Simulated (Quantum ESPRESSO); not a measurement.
# CrSBr: parallel and opposed starts, part 2 of 3

A self-consistent run ends on one state, which hangs on the start. Several orders of CrSBr are started in Quantum ESPRESSO and their energies compared.

Quantum ESPRESSO 7.5; PBEsol with U = 3.5 eV on Cr d (ortho-atomic projectors); plane waves with GBRV 1.5 PBEsol potentials, no spin-orbit coupling.

So far, largest spin moment in the atom's sphere (μB): step 2 (run 1, typed as ferro ++) 2.96.

**3. Start 2: antiferro +−**

File pw.in:

```
&CONTROL
  calculation = 'scf'
  prefix = 'pwscf'
  outdir = './tmp'
  pseudo_dir = './pseudo'
  disk_io = 'nowf'
/
&SYSTEM
  ibrav = 0
  celldm(1) = 8
  nat = 6
  ntyp = 4
  ecutwfc = 40
  ecutrho = 280
  nbnd = 37
  occupations = 'smearing'
  smearing = 'fd'
  degauss = 0.00367493
  nspin = 2
  starting_magnetization(1) = 0.2143
  starting_magnetization(2) = -0.2143
  starting_magnetization(3) = 0
  starting_magnetization(4) = 0
/
&ELECTRONS
  conv_thr = 1.2d-08
  electron_maxstep = 150
  mixing_beta = 0.3
/
ATOMIC_SPECIES
Cr1    51.9961 cr_pbesol_v1.5.uspp.F.UPF
Cr2    51.9961 cr_pbesol_v1.5.uspp.F.UPF
S      32.0600 s_pbesol_v1.4.uspp.F.UPF
Br     79.9040 br_pbesol_v1.4.uspp.F.UPF
CELL_PARAMETERS alat
   0.8363115576062    0.0000000000000    0.0000000000000
   0.0000000000000    1.1233174237334    0.0000000000000
   0.0000000000000    0.0000000000000    1.9828051400013
ATOMIC_POSITIONS crystal
Cr1     0.5000000000    0.0000000000    0.8787434000
Cr2     0.0000000000    0.5000000000    0.1212566000
S       0.5000000000    0.5000000000    0.9295014300
S       0.0000000000    0.0000000000    0.0704985700
Br      0.0000000000    0.0000000000    0.6659578600
Br      0.5000000000    0.5000000000    0.3340421400
K_POINTS automatic
6 6 6 0 0 0
HUBBARD {ortho-atomic}
U Cr1-3d 3.5000
U Cr2-3d 3.5000
```

Launch:

```console
OMP_NUM_THREADS=1 mpirun -n 4 pw.x -nk 4 -in pw.in > pw.out
```

Output:

```text
[banner, memory and clock lines left out]
Program PWSCF v.7.5 starts

     Message from routine setup:
     using ibrav=0 with symmetry is DISCOURAGED, use correct ibrav instead

     bravais-lattice index     =            0
     lattice parameter (alat)  =       8.0000  a.u.
     unit-cell volume          =     953.7193 (a.u.)^3
     number of atoms/cell      =            6
     number of atomic types    =            4
     number of electrons       =        54.00
     number of Kohn-Sham states=           37
     kinetic-energy cutoff     =      40.0000  Ry
     charge density cutoff     =     280.0000  Ry
     scf convergence threshold =      1.2E-08
     mixing beta               =       0.3000
     number of iterations used =            8  plain     mixing
     Exchange-correlation= SLA  PW   PSX  PSC
                           (   1   4  10   8   0   0   0)
     Hubbard projectors: ortho-atomic
     Hubbard parameters of DFT+U (Dudarev formulation) in eV:
     U(Cr1-3d) =  3.5000
     U(Cr2-3d) =  3.5000

     Internal variables: lda_plus_u =T, lda_plus_u_kind = 0

     Internal variables: orbital_resolved =F, hub_pot_fix =F, apply_U = F

     celldm(1)=   8.000000  celldm(2)=   0.000000  celldm(3)=   0.000000
     celldm(4)=   0.000000  celldm(5)=   0.000000  celldm(6)=   0.000000

     crystal axes: (cart. coord. in units of alat)
               a(1) = (   0.836312   0.000000   0.000000 )
               a(2) = (   0.000000   1.123317   0.000000 )
               a(3) = (   0.000000   0.000000   1.982805 )

     reciprocal axes: (cart. coord. in units 2 pi/alat)
               b(1) = (  1.195727  0.000000  0.000000 )
               b(2) = (  0.000000  0.890220  0.000000 )
               b(3) = (  0.000000  0.000000  0.504336 )

     PseudoPot. # 1 for Cr read from file:
     cr_pbesol_v1.5.uspp.F.UPF
     Pseudo is Ultrasoft + core correction, Zval = 14.0

     PseudoPot. # 2 for Cr read from file:
     cr_pbesol_v1.5.uspp.F.UPF
     Pseudo is Ultrasoft + core correction, Zval = 14.0

     PseudoPot. # 3 for S  read from file:
     s_pbesol_v1.4.uspp.F.UPF
     Pseudo is Ultrasoft + core correction, Zval =  6.0

     PseudoPot. # 4 for Br read from file:
     br_pbesol_v1.4.uspp.F.UPF
     Pseudo is Ultrasoft + core correction, Zval =  7.0

     atomic species   valence    mass     pseudopotential
     Cr1              14.00    51.99610     Cr( 1.00)
     Cr2              14.00    51.99610     Cr( 1.00)
     S                 6.00    32.06000     S ( 1.00)
     Br                7.00    79.90400     Br( 1.00)

     Starting magnetic structure
     atomic species   magnetization
     Cr1             0.214
     Cr2            -0.214
     S               0.000
     Br              0.000

      4 Sym. Ops. (no inversion) found

   Cartesian axes

     site n.     atom                  positions (alat units)
         1        Cr1    tau(   1) = (   0.4181558   0.0000000   1.7423769  )
         2        Cr2    tau(   2) = (   0.0000000   0.5616587   0.2404282  )
         3        S      tau(   3) = (   0.4181558   0.5616587   1.8430202  )
         4        S      tau(   4) = (   0.0000000   0.0000000   0.1397849  )
         5        Br     tau(   5) = (   0.0000000   0.0000000   1.3204647  )
         6        Br     tau(   6) = (   0.4181558   0.5616587   0.6623405  )

     number of k points=    64  Fermi-Dirac smearing, width (Ry)=  0.0037
                       cart. coord. in units 2pi/alat
        k(    1) = (   0.0000000   0.0000000   0.0000000), wk =   0.0046296
        k(    2) = (   0.0000000   0.0000000   0.0840560), wk =   0.0092593
        k(    3) = (   0.0000000   0.0000000   0.1681120), wk =   0.0092593
        k(    4) = (   0.0000000   0.0000000  -0.2521680), wk =   0.0046296
        k(    5) = (   0.0000000   0.1483701   0.0000000), wk =   0.0092593
        [... 59 further k-points ...]

     Dense  grid:    75421 G-vectors     FFT dimensions: (  36,  48,  90)

     Smooth grid:    32697 G-vectors     FFT dimensions: (  27,  40,  64)

     Check: negative core charge=   -0.000003
     Generating pointlists ...
     new r_m :   0.2331 (alat units)  1.8651 (a.u.) for type    1
     new r_m :   0.2331 (alat units)  1.8651 (a.u.) for type    2
     new r_m :   0.2331 (alat units)  1.8651 (a.u.) for type    3
     new r_m :   0.2450 (alat units)  1.9603 (a.u.) for type    4

     Initial potential from superposition of free atoms

     starting charge      51.9999, renormalised to      54.0000

     negative rho (up, down):  1.807E-03 1.807E-03

     STARTING HUBBARD OCCUPATIONS:

     =================== HUBBARD OCCUPATIONS ===================
     ------------------------ ATOM    1 ------------------------
     Tr[ns(  1)] (up, down, total) =   3.40000  0.00000  3.40000
     Atomic magnetic moment for atom   1 =   3.40000
     [... lines left out ...]
     ------------------------ ATOM    2 ------------------------
     Tr[ns(  2)] (up, down, total) =   0.00000  3.40000  3.40000
     Atomic magnetic moment for atom   2 =  -3.40000
     [... lines left out ...]
     Number of occupied Hubbard levels =    6.8000

     Atomic wfc used for Hubbard projectors are orthogonalized

     Starting wfcs are   36 randomized atomic wfcs +    1 random wfcs

     Self-consistent Calculation

     iteration #  1     ecut=    40.00 Ry     beta= 0.30
     Davidson diagonalization with overlap
     ethr =  1.00E-02,  avg # of iterations =  4.4

     =================== HUBBARD OCCUPATIONS ===================
     ------------------------ ATOM    1 ------------------------
     Tr[ns(  1)] (up, down, total) =   3.58153  0.39073  3.97226
     Atomic magnetic moment for atom   1 =   3.19079
     [... lines left out ...]
     ------------------------ ATOM    2 ------------------------
     Tr[ns(  2)] (up, down, total) =   0.39073  3.58184  3.97257
     Atomic magnetic moment for atom   2 =  -3.19111
     [... lines left out ...]
     Number of occupied Hubbard levels =    7.9448

     negative rho (up, down):  1.894E-03 1.893E-03

     total energy              =    -479.60235074 Ry
     estimated scf accuracy    <       1.12495383 Ry

     total magnetization       =     0.00 Bohr mag/cell
     absolute magnetization    =     6.82 Bohr mag/cell

     iteration #  2     ecut=    40.00 Ry     beta= 0.30
     Davidson diagonalization with overlap
     ethr =  2.08E-03,  avg # of iterations =  2.0

     negative rho (up, down):  1.795E-03 1.795E-03

     total energy              =    -479.82487453 Ry
     estimated scf accuracy    <       0.09497765 Ry

     total magnetization       =     0.00 Bohr mag/cell
     absolute magnetization    =     7.07 Bohr mag/cell

     [... further iterations left out ...]

     iteration # 14     ecut=    40.00 Ry     beta= 0.30
     Davidson diagonalization with overlap
     ethr =  3.05E-10,  avg # of iterations =  3.1

     negative rho (up, down):  3.474E-03 3.474E-03

     total energy              =    -479.86243087 Ry
     estimated scf accuracy    <       0.00000002 Ry

     total magnetization       =    -0.00 Bohr mag/cell
     absolute magnetization    =     7.15 Bohr mag/cell

     iteration # 15     ecut=    40.00 Ry     beta= 0.30
     Davidson diagonalization with overlap
     ethr =  2.84E-11,  avg # of iterations =  4.9

     negative rho (up, down):  3.474E-03 3.474E-03

     Magnetic moment per site  (integrated on atomic sphere of radius R)
     atom   1 (R=0.233)  charge= 11.8218  magn=  2.9125
     atom   2 (R=0.233)  charge= 11.8218  magn= -2.9125
     atom   3 (R=0.233)  charge=  4.1133  magn=  0.0373
     atom   4 (R=0.233)  charge=  4.1133  magn= -0.0373
     atom   5 (R=0.245)  charge=  4.7573  magn= -0.0503
     atom   6 (R=0.245)  charge=  4.7573  magn=  0.0503

     End of self-consistent calculation

     =================== HUBBARD OCCUPATIONS ===================
     ------------------------ ATOM    1 ------------------------
     Tr[ns(  1)] (up, down, total) =   3.83597  0.52755  4.36352
     Atomic magnetic moment for atom   1 =   3.30842
     [... lines left out ...]
     ------------------------ ATOM    2 ------------------------
     Tr[ns(  2)] (up, down, total) =   0.52755  3.83597  4.36352
     Atomic magnetic moment for atom   2 =  -3.30841
     [... lines left out ...]
     Number of occupied Hubbard levels =    8.7270

     Number of k-points >= 100: set verbosity='high' to print the bands.

     the Fermi energy is     5.3295 ev

!    total energy              =    -479.86243093 Ry
     estimated scf accuracy    <          4.6E-09 Ry
     smearing contrib. (-TS)   =      -0.00000277 Ry
     internal energy E=F+TS    =    -479.86242816 Ry

     The total energy is F=E-TS. E is the sum of the following terms:
     one-electron contribution =    -396.07963172 Ry
     hartree contribution      =     213.04227943 Ry
     xc contribution           =    -100.74696472 Ry
     ewald contribution        =    -196.33329426 Ry
     Hubbard energy            =       0.25518311 Ry

     total magnetization       =     0.00 Bohr mag/cell
     absolute magnetization    =     7.15 Bohr mag/cell

     convergence has been achieved in  15 iterations
```

Elapsed: 2.2 min, on 4 MPI ranks of Arm Neoverse V2, shared host; peak memory 1 GiB; 8.9 min of CPU time.

Spin moment in the atom's sphere by atom:

```
atom  spin moment in the atom's sphere (μB)
 Cr1                                   2.91
 Cr2                                  -2.91
  S3                                   0.04
  S4                                  -0.04
 Br5                                  -0.05
 Br6                                   0.05
```

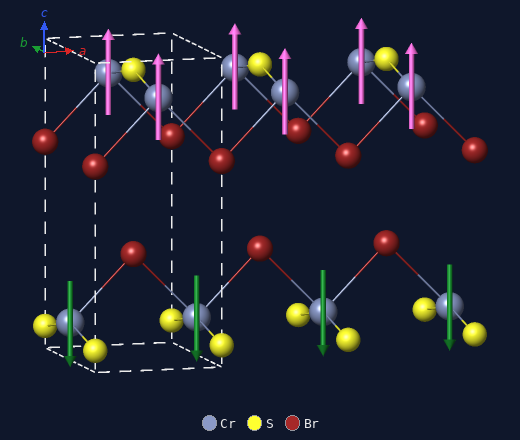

Spin moment in the atom's sphere as arrows, the longest 2.91 μB. Up and down stand for the sign. Arrows give size and sign along the axis of quantisation, drawn up and down the page. The two directions have two colours. 3×1×1 cells are drawn. Some periodic images of atoms are drawn too.

Numbers from this step:

* smearing term TS: 3.77e-5 eV
* magnetization: 0 μB
* absolute magnetization: 7.155 μB
* final state: antiferromagnetic

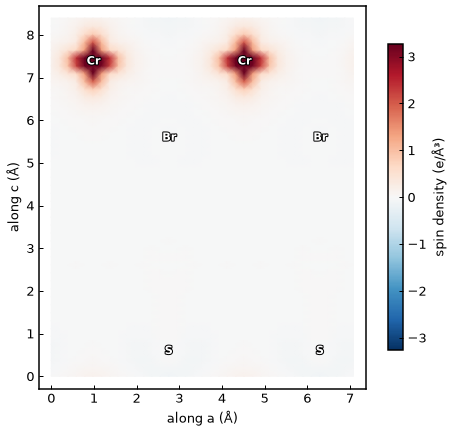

Spin density in the ac plane at fractional y = 0.000, with atoms of Cr and S and Br within 0.2 Å of it. The map starts off the cell's origin, so that atoms lie inside it.

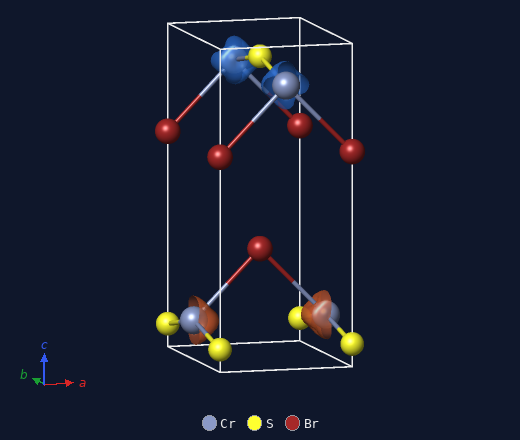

Surfaces of spin density = ±0.92 e/Å³, which hold about 50 % of the integral of its size. The two colours are the two signs.

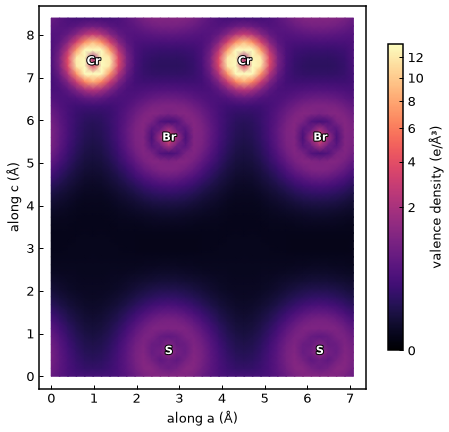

Valence density in the ac plane at fractional y = 0.000, with atoms of Cr and S and Br within 0.2 Å of it. It is the smooth field of the valence electrons, not physical close to the nuclei. The map starts off the cell's origin, so that atoms lie inside it. The colour scale is stretched toward low values.

**4. Ranking**

An order is kept where moments of 0.15 μB or more survive with the typed signs; meshes match where a doubled cell samples the same k points as the first cell.

Orders:

```
       start        final state  typed order kept  energy over the lowest (meV a seeded atom)  largest site moment (μB)  net moment (μB a cell of the first run)  mesh matched  CPU time (s)
    ferro ++      ferromagnetic               yes                                           0                     2.957                                        6           yes         471.9
antiferro +-  antiferromagnetic               yes                                       62.26                     2.913                                        0           yes         534.2
```

**5. The lowest state again, with its states saved**

File pw.in:

```
&CONTROL
  calculation = 'scf'
  prefix = 'pwscf'
  outdir = './tmp'
  pseudo_dir = './pseudo'
  disk_io = 'low'
/
&SYSTEM
  ibrav = 0
  celldm(1) = 8
  nat = 6
  ntyp = 3
  ecutwfc = 40
  ecutrho = 280
  nbnd = 44
  occupations = 'smearing'
  smearing = 'fd'
  degauss = 0.00367493
  nspin = 2
  starting_magnetization(1) = 0.2143
  starting_magnetization(2) = 0
  starting_magnetization(3) = 0
/
&ELECTRONS
  conv_thr = 1.2d-08
  electron_maxstep = 150
  mixing_beta = 0.3
/
ATOMIC_SPECIES
Cr     51.9961 cr_pbesol_v1.5.uspp.F.UPF
S      32.0600 s_pbesol_v1.4.uspp.F.UPF
Br     79.9040 br_pbesol_v1.4.uspp.F.UPF
CELL_PARAMETERS alat
   0.8363115576062    0.0000000000000    0.0000000000000
   0.0000000000000    1.1233174237334    0.0000000000000
   0.0000000000000    0.0000000000000    1.9828051400013
ATOMIC_POSITIONS crystal
Cr      0.5000000000    0.0000000000    0.8787434000
Cr      0.0000000000    0.5000000000    0.1212566000
S       0.5000000000    0.5000000000    0.9295014300
S       0.0000000000    0.0000000000    0.0704985700
Br      0.0000000000    0.0000000000    0.6659578600
Br      0.5000000000    0.5000000000    0.3340421400
K_POINTS automatic
6 6 6 0 0 0
HUBBARD {ortho-atomic}
U Cr-3d 3.5000
```

Output:

```text
     [... lines left out ...]
Program PWSCF v.7.5 starts
     [... lines left out ...]
     number of atoms/cell      =            6
     [... lines left out ...]
     number of electrons       =        54.00
     number of Kohn-Sham states=           44
     kinetic-energy cutoff     =      40.0000  Ry
     charge density cutoff     =     280.0000  Ry
     scf convergence threshold =      1.2E-08
     [... lines left out ...]
      8 Sym. Ops., with inversion, found ( 4 have fractional translation)
     [... lines left out ...]
     number of k points=    64  Fermi-Dirac smearing, width (Ry)=  0.0037
     [... lines left out ...]
     iteration # 13     ecut=    40.00 Ry     beta= 0.30
     [... lines left out ...]
     Magnetic moment per site  (integrated on atomic sphere of radius R)
     atom   1 (R=0.233)  charge= 11.8246  magn=  2.9575
     atom   2 (R=0.233)  charge= 11.8246  magn=  2.9575
     atom   3 (R=0.233)  charge=  4.1086  magn= -0.2136
     atom   4 (R=0.233)  charge=  4.1086  magn= -0.2136
     atom   5 (R=0.245)  charge=  4.7585  magn= -0.0622
     atom   6 (R=0.245)  charge=  4.7585  magn= -0.0622
     [... lines left out ...]
     Tr[ns(  1)] (up, down, total) =   3.85845  0.51037  4.36881
     [... lines left out ...]
     Tr[ns(  2)] (up, down, total) =   3.85845  0.51037  4.36881
     [... lines left out ...]
     the Fermi energy is     5.3461 ev
!    total energy              =    -479.87158324 Ry
     estimated scf accuracy    <          6.2E-09 Ry
     smearing contrib. (-TS)   =      -0.00000519 Ry
     [... lines left out ...]
     total magnetization       =     6.00 Bohr mag/cell
     absolute magnetization    =     7.49 Bohr mag/cell
     convergence has been achieved in  13 iterations
```

The job ended after 2.2 min (4 MPI ranks; peak memory 0.91 GiB).

Numbers from this step:

```yaml
smearing_term_ts: 7.07e-5 eV
magnetization: 6 μB
absolute_magnetization: 7.487 μB
final_state: ferromagnetic
largest_moment: 2.958 μB
```

(Continued in part 3 of 3.)

[Logs and program files are shortened in this print: banners, set-up blocks, solver, clock and traceback lines can be left out without a mark of their own.]

[Logs are printed without paths, hosts, clocks, repeated set-up lines and the standing remarks that a program may print on its own settings, such as how far it seeks lower states.]

[Hosts, paths, dates, database ids (printed as entryN), source tags and the programs' standing remarks are cut or masked in the printed files.]

[Where a cell is said to come from a database of computed structures, the database is the Materials Project.]
